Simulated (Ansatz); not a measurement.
## One crystal, many levels of theory: NbInO4 (P2/c)

Wanted: a ladder of band gaps for NbInO4 (P2/c), from density functionals to G0W0.

Calculated with Ansatz 0.2.0; density functionals, hybrids and G0W0, plane waves, PAW.

**The experiments to reproduce.**

- Gap 4.7 eV: direct gap from Elliott-Toyozawa fit; diffuse reflectance; 300 K; powder (“Accurate Determination of the Band-Gap Energy of the Rare-Earth Niobate Series”, 2024, arxiv:2401.13477).

Report form: the programs' logs are mostly left out.

In doubt: masses and optical values from hybrid runs of this build are listed as unsure (steps 8, 9), which bears on the screening that GW takes from such a start.

## 1. Starting point

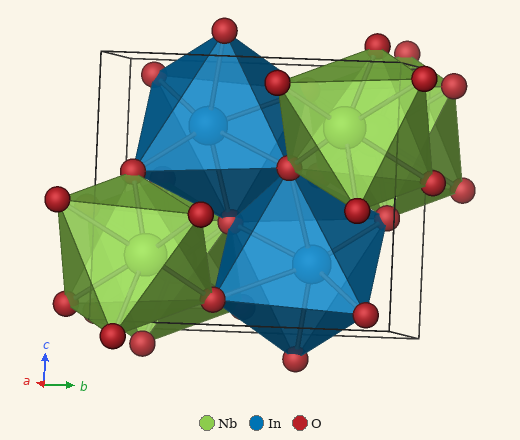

The cell as given, slightly off an axis (niobium green, indium blue, oxygen red). Some periodic images of atoms are drawn too.

Coordinates:

```cif
data_structure
_symmetry_space_group_name_H-M 'P2/c'
_symmetry_Int_Tables_number 13
_cell_length_a 4.8355
_cell_length_b 5.7709
_cell_length_c 5.1440
_cell_angle_alpha 90.000
_cell_angle_beta 91.130
_cell_angle_gamma 90.000
_cell_volume 143.52
loop_
_atom_site_label
_atom_site_type_symbol
_atom_site_symmetry_multiplicity
_atom_site_Wyckoff_symbol
_atom_site_fract_x
_atom_site_fract_y
_atom_site_fract_z
_atom_site_occupancy
Nb1 Nb 2 e 0.00000 0.17790 0.25000 1
In1 In 2 f 0.50000 0.68250 0.25000 1
O1 O 4 g 0.26000 0.61800 0.90100 1
O2 O 4 g 0.21700 0.89800 0.43800 1
```

The cell and positions come from the Crystallography Open Database and are kept as given unless a step says otherwise. The default PAW set here is soft_2. Its files were made with PBE.

## 2. LDA on the 6×4×4 mesh

This step: DFT, LDA, plane waves, PAW.

Input file input.yaml:

```yaml
crystal:
  lattice:
    - [4.8355, 0.0, 0.0]
    - [0.0, 5.7709, 0.0]
    - [-0.1014445258, 0.0, 5.1429996119]
  atoms:
    - { symbol: Nb, position: [0.0, 0.1779, 0.25] }
    - { symbol: Nb, position: [0.0, 0.8221, 0.75] }
    - { symbol: In, position: [0.5, 0.6825, 0.25] }
    - { symbol: In, position: [0.5, 0.3175, 0.75] }
    - { symbol: O, position: [0.26, 0.618, 0.901] }
    - { symbol: O, position: [0.74, 0.618, 0.599] }
    - { symbol: O, position: [0.74, 0.382, 0.099] }
    - { symbol: O, position: [0.26, 0.382, 0.401] }
    - { symbol: O, position: [0.217, 0.898, 0.438] }
    - { symbol: O, position: [0.783, 0.898, 0.062] }
    - { symbol: O, position: [0.783, 0.102, 0.562] }
    - { symbol: O, position: [0.217, 0.102, 0.938] }
kpoints:
  mp_grid: { grid: [6, 4, 4] }
  band_path:
    path:
      - [0.0, 0.0, 0.0]
      - [0.0, 0.5, 0.0]
      - [0.0, 0.5, 0.5]
      - [0.0, 0.0, 0.5]
      - [-0.5, 0.0, 0.5]
      - [-0.5, 0.5, 0.5]
      - [-0.5, 0.5, 0.0]
      - [-0.5, 0.0, 0.0]
      - [0.3333333333, 0.0, -0.25]
      - [0.1666666667, 0.0, -0.5]
    npoints: 1
hamiltonian:
  xc: lda
scf:
  occupations: { method: fixed }
  n_extra_bands: 8
output:
  eigenvalues: true
  forces: true
  stress: true
```

On the command line:

```sh
$ ansatz run input.yaml --threads 24 --pin off --max-ram 82944MiB --backend cuda --events-out ev --progress --plain --runs-dir out --devices 1 --max-vram 78GiB
```

Wall time 1.7 s (1 × NVIDIA GB200 (shared by 2 runs) with 24 threads of Arm Neoverse V2, shared host); peak memory 1.1 GiB.

Numbers from this step:

```
pressure             : -4.455 GPa
gap                  : 3.197 eV
valence top at       : k = (0.333, 0.000, -0.250)
conduction bottom at : k = (0.167, 0.000, -0.500)
least direct gap     : 3.370 eV
```

Over mesh and listed points the gap is 3.197 eV, from k = (0.333, 0.000, -0.250) to k = (0.167, 0.000, -0.500). The least direct gap found is 3.370 eV, at k = (0.000, 0.500, 0.000). The pressure in this cell is -4 GPa; the cell is kept.

## 3. r2SCAN on the 6×4×4 mesh

Levels along a band path and on the mesh show where this functional puts the band edges.

This step: DFT, r2SCAN, plane waves, PAW.

Edit input.yaml of step 2 so:

```diff
@@ -26,13 +26,14 @@
       - [0.0, 0.0, 0.5]
+      - [0.0, 0.0, 0.0]
       - [-0.5, 0.0, 0.5]
       - [-0.5, 0.5, 0.5]
+      - [0.0, 0.5, 0.0]
       - [-0.5, 0.5, 0.0]
       - [-0.5, 0.0, 0.0]
-      - [0.3333333333, 0.0, -0.25]
-      - [0.1666666667, 0.0, -0.5]
-    npoints: 1
+      - [0.0, 0.0, 0.0]
+    npoints: 10
 hamiltonian:
-  xc: lda
+  xc: r2scan
 scf:
-  occupations: { method: fixed }
+  occupations: { method: fermi_dirac, width: 0.02 }
   n_extra_bands: 8
```

It took 1.9 s on 1 × NVIDIA GB200 (shared by 2 runs) with 24 threads; peak memory 1.1 GiB; 6 s of CPU time.

Numbers from this step:

| Quantity | Value |
| --- | --- |
| pressure | 1.986 GPa |
| filled bands | 50 |
| gap | 3.797 eV |
| valence top at | k = (0.333, 0.000, -0.250) |
| conduction bottom at | k = (0.167, 0.000, -0.500) |
| least direct gap | 3.939 eV |

Over mesh and path the gap is 3.797 eV, from k = (0.333, 0.000, -0.250) to k = (0.167, 0.000, -0.500). The least direct gap found is 3.939 eV, at k = (0.000, 0.500, 0.000). r2SCAN against LDA: 3.797 − 3.197 = +0.600 eV. The runs also differ in plane-wave cutoff (420 eV and 500 eV), so how much of this comes from the functional alone is not known.

## 4. r2SCAN+SOC on the 6×4×4 mesh

This run has two-component orbitals with spin-orbit coupling.

This step: DFT, r2SCAN with spin-orbit coupling, plane waves, PAW.

Edit input.yaml of step 3 so:

```diff
@@ -26,10 +26,9 @@
       - [0.0, 0.0, 0.5]
-      - [0.0, 0.0, 0.0]
       - [-0.5, 0.0, 0.5]
       - [-0.5, 0.5, 0.5]
-      - [0.0, 0.5, 0.0]
       - [-0.5, 0.5, 0.0]
       - [-0.5, 0.0, 0.0]
-      - [0.0, 0.0, 0.0]
-    npoints: 10
+      - [0.3333333333, 0.0, -0.25]
+      - [0.1666666667, 0.0, -0.5]
+    npoints: 1
 hamiltonian:
@@ -37,4 +36,7 @@
 scf:
-  occupations: { method: fermi_dirac, width: 0.02 }
-  n_extra_bands: 8
+  occupations: { method: fixed }
+  n_extra_bands: 16
+magnetization:
+  noncollinear: true
+  spin_orbit: true
 output:
```

It took 3.8 s on 1 × NVIDIA GB200 (shared by 2 runs) with 24 threads; peak memory 1.5 GiB.

This step gave:

```yaml
pressure: 1.962 GPa
gap: 3.796 eV
valence_top_at: k = (0.333, 0.000, -0.250)
conduction_bottom_at: k = (0.167, 0.000, -0.500)
least_direct_gap: 3.938 eV
```

Over mesh and listed points the gap is 3.796 eV, from k = (0.333, 0.000, -0.250) to k = (0.167, 0.000, -0.500). The least direct gap found is 3.938 eV, at k = (0.000, 0.500, 0.000). r2SCAN+SOC against r2SCAN: 3.796 − 3.797 = −0.001 eV, with the same mesh, set of files (read in its fully relativistic form for the spin-orbit run) and cutoff, and both edges at the same k points. The spin-orbit run sees mesh and listed points alone, so its gap is an upper bound: the coupling can move an edge off these points, and the change over the zone, its sign included where it is small, is not known.

## 5. HSE06 on the 4×4×4 mesh

HSE06 mixes in a quarter of exact exchange at short range.

This step: DFT, HSE06, plane waves, PAW.

Edit input.yaml of step 4 so:

```diff
@@ -19,3 +19,3 @@
 kpoints:
-  mp_grid: { grid: [6, 4, 4] }
+  mp_grid: { grid: [4, 4, 4] }
   band_path:
@@ -34,12 +34,7 @@
 hamiltonian:
-  xc: r2scan
+  xc: hse06
 scf:
   occupations: { method: fixed }
-  n_extra_bands: 16
-magnetization:
-  noncollinear: true
-  spin_orbit: true
+  n_extra_bands: 8
 output:
   eigenvalues: true
-  forces: true
-  stress: true
```

Elapsed: 12 s, on 1 × NVIDIA GB200 (shared by 2 runs) with 24 threads; peak memory 2 GiB; 1.9 min of CPU time.

Numbers from this step:

```yaml
gap: 4.840 eV
valence_top_at: k = (0.333, 0.000, -0.250)
conduction_bottom_at: k = (0.167, 0.000, -0.500)
least_direct_gap: 5.000 eV
exact_exchange_fraction: 0.25
```

Over mesh and listed points the gap is 4.840 eV, from k = (0.333, 0.000, -0.250) to k = (0.167, 0.000, -0.500). The least direct gap found is 5.000 eV, at k = (0.000, 0.500, 0.000). On the 4×4×4 mesh alone the same run gives 4.898 eV, so that mesh misses an edge of HSE06: 4.898 − 4.840 = +0.058 eV. HSE06 against LDA: 4.840 − 3.197 = +1.643 eV. The runs also differ in mesh (6×4×4 and 4×4×4), so how much of this comes from the functional alone is not known.

## 6. PBE0 on the 4×4×4 mesh

PBE0 mixes in a quarter of exact exchange at all distances.

This step: DFT, PBE0, plane waves, PAW.

Edit input.yaml of step 5 so:

```diff
@@ -34,3 +34,3 @@
 hamiltonian:
-  xc: hse06
+  xc: pbe0
 scf:
```

Wall time 13 s (1 × NVIDIA GB200 (shared by 2 runs) with 24 threads); peak memory 2 GiB.

Numbers from this step:

```
gap                     : 5.600 eV
valence top at          : k = (0.333, 0.000, -0.250)
conduction bottom at    : k = (0.167, 0.000, -0.500)
least direct gap        : 5.756 eV
exact-exchange fraction : 0.25
```

Over mesh and listed points the gap is 5.600 eV, from k = (0.333, 0.000, -0.250) to k = (0.167, 0.000, -0.500). The least direct gap found is 5.756 eV, at k = (0.000, 0.500, 0.000). On the 4×4×4 mesh alone the same run gives 5.659 eV, so that mesh misses an edge of PBE0: 5.659 − 5.600 = +0.059 eV. PBE0 against HSE06: 5.600 − 4.840 = +0.760 eV, with the same mesh, files and cutoff, and both edges at the same k points.

## 7. G0W0@r2SCAN, 4×2×4 mesh, 659 empty bands, screening to 160 eV

G0W0 replaces the xc potential by a self-energy built once from the orbitals of the start. Levels are corrected in the window of bands that the input names, at points of the mesh.

This step: G0W0 on r2SCAN, plane waves, PAW.

Edit input.yaml of step 6 so:

```diff
@@ -19,22 +19,12 @@
 kpoints:
-  mp_grid: { grid: [4, 4, 4] }
-  band_path:
-    path:
-      - [0.0, 0.0, 0.0]
-      - [0.0, 0.5, 0.0]
-      - [0.0, 0.5, 0.5]
-      - [0.0, 0.0, 0.5]
-      - [-0.5, 0.0, 0.5]
-      - [-0.5, 0.5, 0.5]
-      - [-0.5, 0.5, 0.0]
-      - [-0.5, 0.0, 0.0]
-      - [0.3333333333, 0.0, -0.25]
-      - [0.1666666667, 0.0, -0.5]
-    npoints: 1
+  mp_grid: { grid: [4, 2, 4] }
 hamiltonian:
-  xc: pbe0
+  xc: r2scan
 scf:
   occupations: { method: fixed }
-  n_extra_bands: 8
-output:
-  eigenvalues: true
+gw:
+  n_empty_bands: 659
+  ecut_chi: 160.0
+  qp_bands: [v4, c4]
+  qp_kpoints: band_edges
+  screening: { model: contour_deformation }
```

It took 22 s on 1 × NVIDIA GB200 (shared by 2 runs) with 24 threads; peak memory 4.3 GiB; 87 s of CPU time.

This step gave:

```
bands summed                                    : 709
RPA ε∞ on this mesh (eigenvalues)               : 4.412, 4.512, 4.749
plane waves in the screening matrix             : 645
G0W0 gap over the corrected points              : 4.942 eV
k of the valence top                            : 0.25, 0, -0.25
k of the conduction bottom                      : 0.25, 0, -0.5
starting gap on the mesh                        : 3.846 eV
Z at the valence top                            : 0.7514
Z at the conduction bottom                      : 0.7967
least direct G0W0 gap over the corrected points : 5.061 eV
```

Over all 20 irreducible mesh points the G0W0 gap is 4.942 eV, from k = (0.250, 0.000, -0.250) to k = (0.250, 0.000, -0.500). The r2SCAN gap of this run on the mesh is 3.846 eV. The two states that bound the G0W0 gap lie that far apart at the start, so the correction of the gap is 4.942 − 3.846 = +1.096 eV.

## 8. G0W0@HSE06, 4×2×4 mesh, 306 empty bands, screening to 96 eV

This step: G0W0 on HSE06, plane waves, PAW.

Edit input.yaml of step 7 so:

```diff
@@ -21,3 +21,3 @@
 hamiltonian:
-  xc: r2scan
+  xc: hse06
 scf:
@@ -25,4 +25,4 @@
 gw:
-  n_empty_bands: 659
-  ecut_chi: 160.0
+  n_empty_bands: 306
+  ecut_chi: 96
   qp_bands: [v4, c4]
```

Elapsed: 31 s, on 1 × NVIDIA GB200 (shared by 2 runs) with 24 threads; peak memory 2.6 GiB; 94 s of CPU time.

Numbers from this step:

```yaml
bands_summed: 356
rpa_eps_infinity_on_this_mesh_eigenvalues: 3.902, 3.972, 4.173
plane_waves_in_the_screening_matrix: 295
g0w0_gap_over_the_corrected_points: 5.311 eV
k_of_the_valence_top: 0.25, 0, -0.25
k_of_the_conduction_bottom: 0.25, 0, -0.5
starting_gap_on_the_mesh: 4.899 eV
z_at_the_valence_top: 0.7809
z_at_the_conduction_bottom: 0.8215
least_direct_g0w0_gap_over_the_corrected_points: 5.417 eV
```

Over all 20 irreducible mesh points the G0W0 gap is 5.311 eV, from k = (0.250, 0.000, -0.250) to k = (0.250, 0.000, -0.500). The HSE06 gap of this run on the mesh is 4.899 eV. The two states that bound the G0W0 gap lie that far apart at the start, so the correction of the gap is 5.311 − 4.899 = +0.412 eV. G0W0@HSE06 against G0W0@r2SCAN with 356 bands (a further run, in the table below): 5.311 − 4.905 = +0.406 eV. The runs also differ in plane-wave cutoff (500 eV and 420 eV), so how much of this comes from the start alone is not known.

## 9. G0W0@PBE0, 4×2×4 mesh, 306 empty bands, screening to 96 eV

This step: G0W0 on PBE0, plane waves, PAW.

Edit input.yaml of step 8 so:

```diff
@@ -21,3 +21,3 @@
 hamiltonian:
-  xc: hse06
+  xc: pbe0
 scf:
```

Elapsed: 30 s, on 1 × NVIDIA GB200 (shared by 2 runs) with 24 threads; peak memory 2.7 GiB; 92 s of CPU time.

This step gave:

* bands summed: 356
* RPA ε∞ on this mesh (eigenvalues): 3.684, 3.754, 3.934
* plane waves in the screening matrix: 295
* G0W0 gap over the corrected points: 5.539 eV
* k of the valence top: 0.25, 0, -0.25
* k of the conduction bottom: 0.25, 0, -0.5
* starting gap on the mesh: 5.661 eV
* Z at the valence top: 0.7929
* Z at the conduction bottom: 0.8317
* least direct G0W0 gap over the corrected points: 5.649 eV

Over all 20 irreducible mesh points the G0W0 gap is 5.539 eV, from k = (0.250, 0.000, -0.250) to k = (0.250, 0.000, -0.500). The PBE0 gap of this run on the mesh is 5.661 eV. The two states that bound the G0W0 gap lie that far apart at the start, so the correction of the gap is 5.539 − 5.661 = −0.122 eV. G0W0@PBE0 against G0W0@HSE06 with 356 bands: 5.539 − 5.311 = +0.228 eV, with the same mesh, files and cutoffs, and both edges at the same k points. The program's warnings for this run: coarse exchange mesh.

[end of part 1 of 2]

[Paths, hosts, dates, memory and timing lines, banners, echoed tables and standing remarks are left out of the program output.]

[Logs are printed without paths, hosts, clocks, repeated set-up lines and the standing remarks that a program may print on its own settings, such as how far it seeks lower states.]

[Runs of the session that timed out or met a known fault of the program may be left out.]

[Cells called generated may have been cut or substituted from an entry of the Crystallography Open Database or the Materials Project.]

[Hosts, paths, dates, database ids (printed as entryN), source tags and the programs' standing remarks are cut or masked in the printed files.]

[Where an RPA ε∞ is given, it is that of the G0W0 mesh and is not shown converged in it. Names of k-points follow the symmetry that the program found, which can be lower than the space group named. Band edges on a path are those of the sampled points; other points can move an edge, and change direct to indirect where valleys lie close.]

[Hybrid gaps are those of their k-mesh and are not shown converged in it.]
